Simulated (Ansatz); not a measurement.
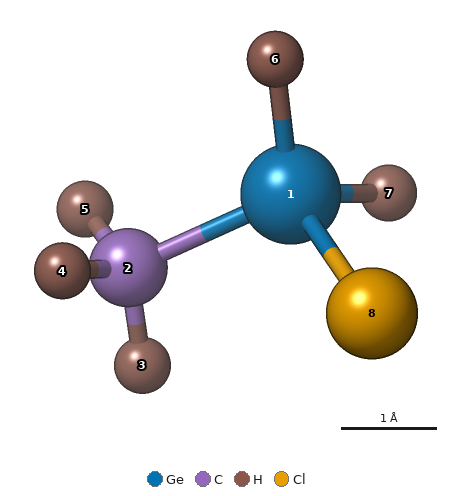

*The input geometry (ball-and-stick view, seen at a tilt; atoms are numbered from 1 in the order of the input). Sticks mark near contacts.*

**CH5ClGe: nudged elastic band**

The run: nudged elastic band of CH5ClGe. Method and program: RKS PBE/def2-SVP (Ansatz 0.2.0).

One setting was made poor on purpose. It belongs to a series of runs on one base structure; here: band between the two ends. Figures and captions count atoms from 1; the log counts them from 0 in places.

### The input
```yaml
crystal:
  periodic: [false, false, false]
  atoms:
    - { symbol: Ge, position_ang: [0.424695, 0.056502, 0.043683] }
    - { symbol: C, position_ang: [0.924943, -0.029347, 1.932387] }
    - { symbol: H, position_ang: [0.020292, -0.13891, 2.560228] }
    - { symbol: H, position_ang: [1.592208, -0.894211, 2.109616] }
    - { symbol: H, position_ang: [1.454516, 0.900432, 2.221486] }
    - { symbol: H, position_ang: [1.663321, 0.140691, -0.886549] }
    - { symbol: H, position_ang: [-0.563064, 1.216573, -0.248197] }
    - { symbol: Cl, position_ang: [-0.620011, -1.79843, -0.474555] }
basis:
  gaussian: { orbitals: def2-SVP }
hamiltonian:
  xc: pbe
neb:
  order_check: false
  images: 5
  f_tol: 0.5
  max_iterations: 60
  final_atoms:
    - { symbol: Ge, position_ang: [0.09891718, -0.06198569, -1.09602306] }
    - { symbol: C, position_ang: [1.36227683, 0.00437937, 1.84997004] }
    - { symbol: H, position_ang: [0.36869526, -0.47934041, 1.89414124] }
    - { symbol: H, position_ang: [2.10604254, -0.62649452, 2.37180442] }
    - { symbol: H, position_ang: [1.31494605, 1.01020319, 2.30700504] }
    - { symbol: H, position_ang: [1.70438997, 0.10647041, 0.79304491] }
    - { symbol: H, position_ang: [-0.71802527, 1.14208552, -0.37685388] }
    - { symbol: Cl, position_ang: [-1.34034256, -1.64201787, -0.48498971] }
  initial_path:
    images:
      - { positions_ang: [[0.424695, 0.056502, 0.043683], [0.924943, -0.029347, 1.932387], [0.020292, -0.13891, 2.560228], [1.592208, -0.894211, 2.109616], [1.454516, 0.900432, 2.221486], [1.663321, 0.140691, -0.886549], [-0.563064, 1.216573, -0.248197], [-0.620011, -1.79843, -0.474555]] }
      - { positions_ang: [[0.2857989, 0.03974009, 0.0275006], [1.02693844, -0.02158497, 1.88009606], [0.08925306, -0.19713453, 2.41883367], [1.72579271, -0.83661831, 2.1228334], [1.45739465, 0.93753606, 2.19854968], [1.68397344, 0.09344147, -0.48026804], [-0.61315539, 1.23632194, -0.33927779], [-0.75909582, -1.79840174, -0.57016858]] }
      - { positions_ang: [[0.14690281, 0.02297818, 0.01131819], [1.12893388, -0.01382294, 1.82780511], [0.15821413, -0.25535906, 2.27743934], [1.85937742, -0.77902562, 2.13605081], [1.4602733, 0.97464011, 2.17561337], [1.70462588, 0.04619194, -0.07398708], [-0.66324678, 1.25607087, -0.43035859], [-0.89818064, -1.79837349, -0.66578216]] }
      - { positions_ang: [[0.00800671, 0.00621627, -0.00486421], [1.23092933, -0.0060609, 1.77551417], [0.22717519, -0.31358358, 2.13604501], [1.99296213, -0.72143294, 2.14926821], [1.46315195, 1.01174417, 2.15267705], [1.72527832, -0.00105759, 0.33229388], [-0.71333816, 1.27581981, -0.52143938], [-1.03726546, -1.79834523, -0.76139574]] }
      - { positions_ang: [[0.0383102, -0.01651771, -0.36858382], [1.27471183, -0.00258081, 1.80033279], [0.27434855, -0.36883586, 2.05541042], [2.0306556, -0.6897868, 2.22344695], [1.41374998, 1.01123051, 2.20411971], [1.71831554, 0.03478508, 0.48587756], [-0.71490053, 1.23124171, -0.47324422], [-1.13829116, -1.74623611, -0.66926039]] }
      - { positions_ang: [[0.06861369, -0.0392517, -0.73230344], [1.31849433, 0.00089928, 1.82515142], [0.32152191, -0.42408814, 1.97477583], [2.06834907, -0.65814066, 2.29762568], [1.36434802, 1.01071685, 2.25556237], [1.71135276, 0.07062774, 0.63946124], [-0.7164629, 1.18666361, -0.42504905], [-1.23931686, -1.69412699, -0.57712505]] }
      - { positions_ang: [[0.09891718, -0.06198569, -1.09602306], [1.36227683, 0.00437937, 1.84997004], [0.36869526, -0.47934041, 1.89414124], [2.10604254, -0.62649452, 2.37180442], [1.31494605, 1.01020319, 2.30700504], [1.70438997, 0.10647041, 0.79304491], [-0.71802527, 1.14208552, -0.37685388], [-1.34034256, -1.64201787, -0.48498971]] }
```

Run on 2 threads of Intel Xeon (Granite Rapids), 32 GiB of memory available, shared host.

Launched with:
```bash
ansatz run input.yaml --threads 2 --pin off --max-ram 3072MiB --backend cpu --events-out ev --progress --plain --runs-dir out
```

### Output
```
Engine: ansatz 0.2.0, x86_64-unknown-linux-gnu
Functional definition: PBE
  parameter kappa = 0.804
  parameter beta = 0.06672455060314922
  exchange = pbe_x(kappa = kappa, mu = beta*pi^2/3)
  correlation = pbe_c(beta = beta)
994 factors; their error is unknown
mean field evaluation 1: about -70126.5730 eV, gradient 5.5e1 eV
mean field evaluation 2: about -70116.0633 eV, gradient 7.8e1 eV
mean field evaluation 4: about -70133.3315 eV, gradient 3.2e0 eV
mean field evaluation 8: about -70133.3544 eV, gradient 3.8e-2 eV
mean field evaluation 16: about -70133.2988 eV, gradient 1.8e-5 eV
mean field -70133.29881091 eV, -2577.3511932435 hartree, gradient 1.8e-5 eV, S^2 0.000000; 0 other end points of the search recorded, 0 dependent functions left out
the calculation of the forces begins
reference -70133.29884396 eV, -2577.3511944583 hartree; 30, 30 occupied and 59, 59 virtual orbitals, 994 factors
994 factors; their error is unknown
mean field evaluation 32: about -70132.4731 eV, gradient 6.6e-4 eV
mean field -70132.47312034 eV, -2577.3208496749 hartree, gradient 5.5e-5 eV, S^2 0.000000; 0 other end points of the search recorded, 0 dependent functions left out
[... from here on the field's lines of each further geometry are left out, up to the last ...]
NEB iter   1: max|band force component| = 3.896e0 eV/Å  barrier→ = 4.6044 eV  barrier← = 3.7787 eV  Δτ_max = 0.1917 Å  (196 SCF iters)
NEB iter   2: max|band force component| = 2.005e0 eV/Å  barrier→ = 3.1529 eV  barrier← = 2.3272 eV  Δτ_max = 0.2000 Å  (153 SCF iters)
NEB iter   3: max|band force component| = 1.354e0 eV/Å  barrier→ = 2.1408 eV  barrier← = 1.3151 eV  Δτ_max = 0.0984 Å  (141 SCF iters)
NEB iter   4: max|band force component| = 5.381e-1 eV/Å  barrier→ = 2.3745 eV  barrier← = 1.5488 eV  Δτ_max = 0.1262 Å  (136 SCF iters)
NEB iter   5: max|band force component| = 1.140e0 eV/Å  barrier→ = 2.4424 eV  barrier← = 1.6167 eV  CI = image 3  Δτ_max = 0.1161 Å  (138 SCF iters)
the calculation of the forces begins
reference -70132.44174455 eV, -2577.3196966357 hartree; 30, 30 occupied and 59, 59 virtual orbitals, 994 factors
994 factors; their error is unknown
mean field -70130.82434103 eV, -2577.2602581527 hartree, gradient 1.4e-5 eV, S^2 0.000000; 1 other end points of the search recorded, 0 dependent functions left out
the calculation of the forces begins
reference -70130.82437194 eV, -2577.2602592888 hartree; 30, 30 occupied and 59, 59 virtual orbitals, 994 factors
NEB iter   6: max|band force component| = 2.749e-1 eV/Å  barrier→ = 2.4745 eV  barrier← = 1.6488 eV  CI = image 3  Δτ_max = 0.0000 Å  (272 SCF iters)
```

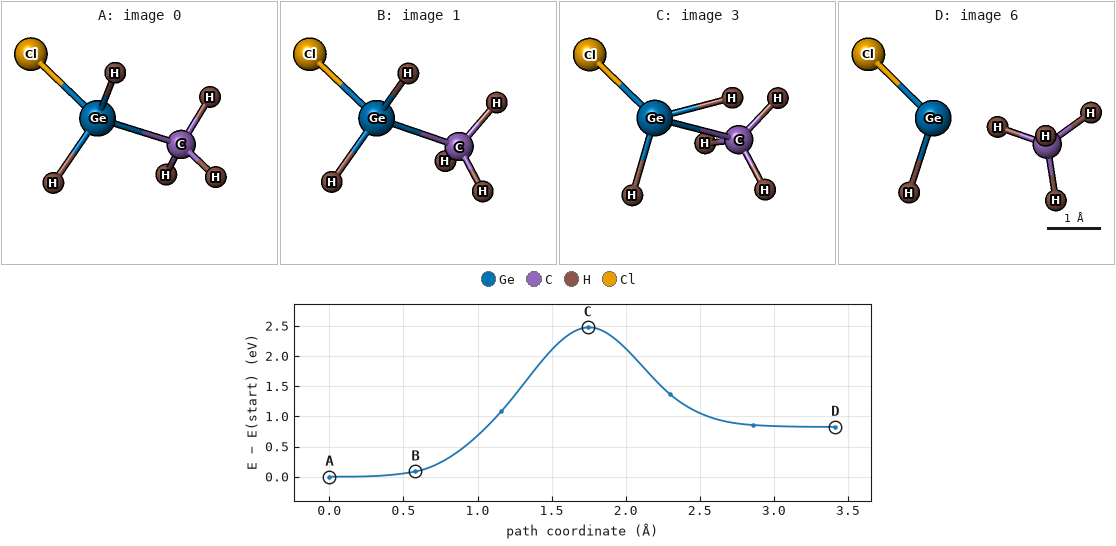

*Images of the last band (counted from 0; ball-and-stick, seen at a tilt) above the energy along the path; the line is a cubic interpolation that uses the forces.*

The highest image is number 3, 2.474 eV above the start and 1.649 eV above the end (the climbing image); the end lies 0.826 eV above the start. The path is 3.41 Å long. The band converged in 6 iterations.

```
Total energy: -70130.82437194 eV, -2577.2602592888 hartree
Atom 0 at     0.351795     0.070005    -0.445210 Å, force    -0.192530     0.093470    -0.069704 eV/Å
Atom 1 at     1.018362     0.002743     1.716278 Å, force    -0.100891     0.017303     0.303631 eV/Å
Atom 2 at     0.088985    -0.393245     2.171136 Å, force     0.012298     0.049576    -0.023145 eV/Å
Atom 3 at     1.849237    -0.682883     1.956666 Å, force     0.078529    -0.094600    -0.015240 eV/Å
Atom 4 at     1.256920     1.023627     2.064257 Å, force    -0.044215     0.054999    -0.002842 eV/Å
Atom 5 at     1.751574    -0.097289     0.160962 Å, force     0.275281    -0.028868    -0.132709 eV/Å
Atom 6 at    -0.540703     1.269748    -0.042137 Å, force     0.026036     0.012653    -0.025586 eV/Å
Atom 7 at    -0.879270    -1.739406    -0.323853 Å, force    -0.054508    -0.104533    -0.034406 eV/Å
Dipole moment:     0.257320     0.307033     0.183978 e Å
this run last wrote the band of iteration 6 to [file]
```

### The last band as extended XYZ (Å, eV, eV/Å)
```
8
Properties=species:S:1:pos:R:3:forces:R:3 image=0 energy=-70133.29881
Ge    0.4247    0.0565    0.0437   -0.0060   0.0015  -0.0261
C     0.9249   -0.0293    1.9324    0.0005  -0.0118   0.0204
H     0.0203   -0.1389    2.5602   -0.0041   0.0001   0.0018
H     1.5922   -0.8942    2.1096    0.0023  -0.0026  -0.0004
H     1.4545    0.9004    2.2215    0.0027   0.0060  -0.0017
H     1.6633    0.1407   -0.8865    0.0015   0.0027  -0.0011
H    -0.5631    1.2166   -0.2482    0.0005   0.0027  -0.0006
Cl   -0.6200   -1.7984   -0.4746    0.0026   0.0013   0.0077
8
Properties=species:S:1:pos:R:3:forces:R:3 image=1 energy=-70133.21259
Ge    0.4033    0.0407    0.0343    0.0578  -0.0067   0.0885
C     0.9182   -0.0262    1.8999   -0.0140   0.0028   0.1969
H     0.0804   -0.3749    2.5255   -0.0187   0.0218   0.2037
H     1.7831   -0.7087    2.0002   -0.0498  -0.0395   0.0929
H     1.2307    0.9942    2.1993   -0.0230  -0.0160   0.1254
H     1.7716   -0.0249   -0.6815   -0.1126   0.0420  -0.4962
H    -0.4838    1.2739   -0.2750    0.0782  -0.0188  -0.1472
Cl   -0.8067   -1.7208   -0.4445    0.0821   0.0145  -0.0641
8
Properties=species:S:1:pos:R:3:forces:R:3 image=2 energy=-70132.21608
Ge    0.3697    0.0486   -0.1002    0.1386  -0.1658   1.5786
C     0.9382   -0.0137    1.7790   -0.4148  -0.0216   0.5053
H     0.0707   -0.3903    2.3276   -0.1343   0.0295   0.8533
H     1.8146   -0.6790    1.9289   -0.2347  -0.0375  -0.1003
H     1.2335    1.0114    2.0872   -0.1797  -0.0419   0.1485
H     1.8714   -0.0750   -0.2256    0.5684   0.0681  -2.0443
H    -0.5392    1.2867   -0.1526    0.0853   0.0936  -0.6331
Cl   -0.8620   -1.7354   -0.3861    0.1713   0.0757  -0.3079
8
Properties=species:S:1:pos:R:3:forces:R:3 image=3 energy=-70130.82434
Ge    0.3518    0.0700   -0.4452   -0.1925   0.0935  -0.0697
C     1.0184    0.0027    1.7163   -0.1009   0.0173   0.3036
H     0.0890   -0.3932    2.1711    0.0123   0.0496  -0.0231
H     1.8492   -0.6829    1.9567    0.0785  -0.0946  -0.0152
H     1.2569    1.0236    2.0643   -0.0442   0.0550  -0.0028
H     1.7516   -0.0973    0.1610    0.2753  -0.0289  -0.1327
H    -0.5407    1.2697   -0.0421    0.0260   0.0127  -0.0256
Cl   -0.8793   -1.7394   -0.3239   -0.0545  -0.1045  -0.0344
8
Properties=species:S:1:pos:R:3:forces:R:3 image=4 energy=-70131.93312
Ge    0.2996    0.0799   -0.7061   -0.0851   0.1080  -1.3398
C     1.1436   -0.0046    1.6711    0.7298   0.0409  -0.1233
H     0.1414   -0.3744    1.9882    0.2763   0.0365  -0.6942
H     1.9014   -0.6953    2.0618    0.2635  -0.1695   0.4786
H     1.3009    1.0249    2.0387    0.1163  -0.0105  -0.0390
H     1.5926   -0.0789    0.5363   -0.8072   0.1174   1.4106
H    -0.5594    1.2390   -0.0229   -0.2414  -0.0652   0.2151
Cl   -0.9232   -1.7373   -0.3092   -0.2522  -0.0577   0.0920
8
Properties=species:S:1:pos:R:3:forces:R:3 image=5 energy=-70132.44171
Ge    0.1854    0.0524   -0.9798   -0.0935   0.0277  -0.0857
C     1.2783   -0.0056    1.7771    0.0326   0.0225   0.0225
H     0.2408   -0.3574    1.9152    0.0459  -0.0018  -0.0173
H     1.9845   -0.6936    2.2747    0.0312  -0.0173   0.0662
H     1.3937    1.0278    2.1483    0.0120   0.0035   0.0354
H     1.5739   -0.0250    0.6924    0.0196   0.0128   0.0663
H    -0.6851    1.1510   -0.1560   -0.0003  -0.0674  -0.0527
Cl   -1.0746   -1.6963   -0.4138   -0.0475   0.0200  -0.0348
8
Properties=species:S:1:pos:R:3:forces:R:3 image=6 energy=-70132.47312
Ge    0.0989   -0.0620   -1.0960   -0.0055   0.0087   0.0036
C     1.3623    0.0044    1.8500   -0.0032   0.0111  -0.0023
H     0.3687   -0.4793    1.8941    0.0173   0.0091  -0.0022
H     2.1060   -0.6265    2.3718   -0.0061   0.0081   0.0064
H     1.3149    1.0102    2.3070   -0.0005  -0.0272  -0.0053
H     1.7044    0.1065    0.7930   -0.0077  -0.0013   0.0027
H    -0.7180    1.1421   -0.3769    0.0057  -0.0142  -0.0036
Cl   -1.3403   -1.6420   -0.4850   -0.0001   0.0056   0.0007
```

### Key numbers

```tsv
quantity	value
outcome	converged
barrier, forward	2.474 eV
barrier, backward	1.649 eV
wall time	23 s (CPU time 44 s)
peak memory	0.15 GiB
```

### Notes

A deliberately poor setting: loose force. The order of the saddle point was not checked.
